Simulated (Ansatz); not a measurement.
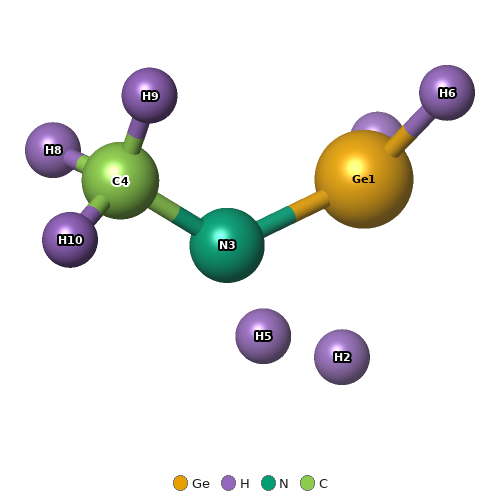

The system is the reacting system CH₇GeN (fragments CH₇GeN where the first distance is long, CH₅GeN + H₂ where the second is long); the picture shows the reference structure. Coordinates scanned: (1) distance H2–H5 (bond that forms); (2) distance Ge1–H2 (bond that breaks). Relaxed at each point: all other coordinates. Grid: 8 × 8 points. Points are written as (first, second). Energies are in kJ/mol, from a guessed transition structure relaxed with its forming and breaking bonds held. Energies and slopes of some neighbouring points disagree (a jump in structure or state, or too coarse a mesh). The reference is spin-restricted, so regions where a bond is pulled apart into radicals lie too high. These are results of RKS r2SCAN-D4/def2-SVP (Ansatz), not measurements.

Its coordinates:

| atom | x (Å) | y (Å) | z (Å) |
| --- | --- | --- | --- |
| Ge | 0.2052 | 1.4221 | 0.1436 |
| H | 1.8494 | 0.9318 | -0.8707 |
| N | 0.4035 | -0.3795 | 0.0386 |
| C | -0.6108 | -1.3913 | 0.1887 |
| H | 1.3744 | 0.0752 | -0.7778 |
| H | -0.2540 | 2.0085 | 1.5102 |
| H | -0.2720 | 2.3707 | -0.9822 |
| H | -1.2480 | -1.5369 | -0.7058 |
| H | -1.2971 | -1.1356 | 1.0227 |
| H | -0.1505 | -2.3652 | 0.4327 |

Range: distance H2–H5 (bond that forms) from 0.666 to 1.866 Å; distance Ge1–H2 (bond that breaks) from 1.359 to 3.159 Å.

### What will the energy surface look like?

The lowest grid point is at (1.866 Å, 1.517 Å), −302 kJ/mol from a guessed transition structure relaxed with its forming and breaking bonds held. It lies at the edge of the scanned range, so the true minimum may lie outside. The highest grid point, (0.666 Å, 1.359 Å), lies 443 kJ/mol above the lowest.

| second ↓, first → | 0.666 | 0.771 | 0.917 | 1.082 | 1.262 | 1.454 | 1.656 | 1.866 |
| --- | --- | --- | --- | --- | --- | --- | --- | --- |
| 3.159 | −96 | −114 | −92 | −34 | 30 | 94 | 54 | 50 |
| 2.844 | −95 | −113 | −84 | −33 | 17 | 37 | 26 | 12 |
| 2.541 | −92 | −111 | −83 | −19 | 19 | −2 | −26 | −49 |
| 2.253 | −83 | −104 | −79 | −20 | −33 | −70 | −101 | −126 |
| 1.983 | −65 | −90 | 6 | −53 | −104 | −147 | −181 | −208 |
| 1.735 | −29 | −58 | −33 | −104 | −162 | −210 | −247 | −276 |
| 1.517 | 41 | 7 | −36 | −116 | −181 | −232 | −272 | −302 |
| 1.359 | 140 | 101 | 14 | −74 | −143 | −198 | −240 | −271 |

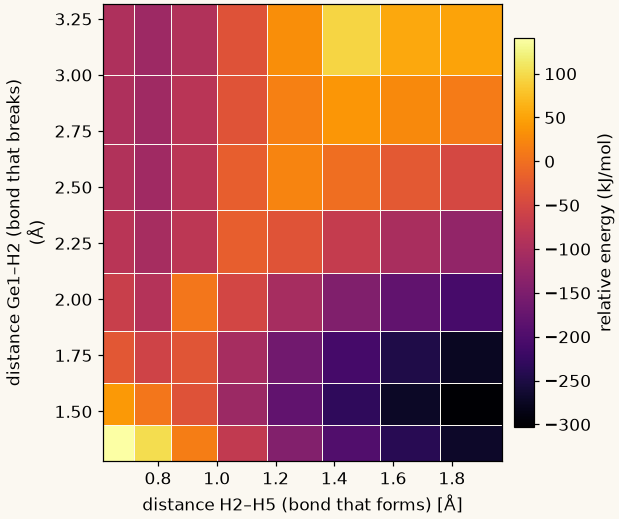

In the figure: one coloured cell a grid point.

The whole map (64 points run) took 36 min on 1 thread of Arm Neoverse V1, on a shared host.
